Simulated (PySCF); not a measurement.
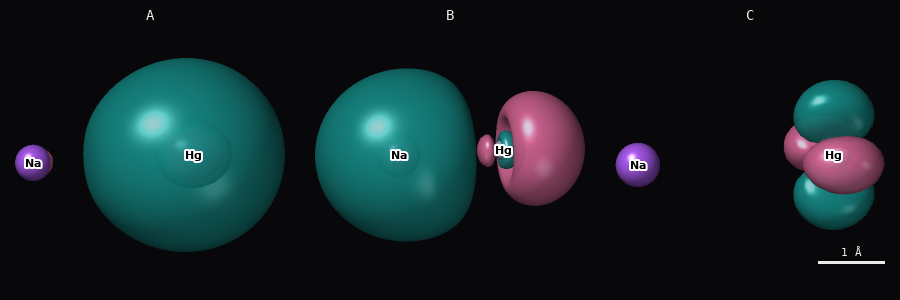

*NaHg (charge +1). Three frontier orbitals, each drawn at the value that holds 80 % of its norm (teal and pink are the two phases), in no order; of a degenerate pair one member is drawn.*

Core potentials replace the inner electrons of Hg.

Method: PBE0/def2-SVP, non-relativistic Hamiltonian with scalar-relativistic core potentials where named, at a bond length of 3.097 Å (PySCF 2.14.0).

Question: Name the orbitals and rank them from lowest to highest energy.

Answer: Orbital C: δ, occupied, −16.44 eV; almost wholly on Hg.
Orbital A: σ, occupied, −12.34 eV; mainly on Hg (90 %).
Orbital B: σ, empty, −6.27 eV; mainly on Na (70 %).
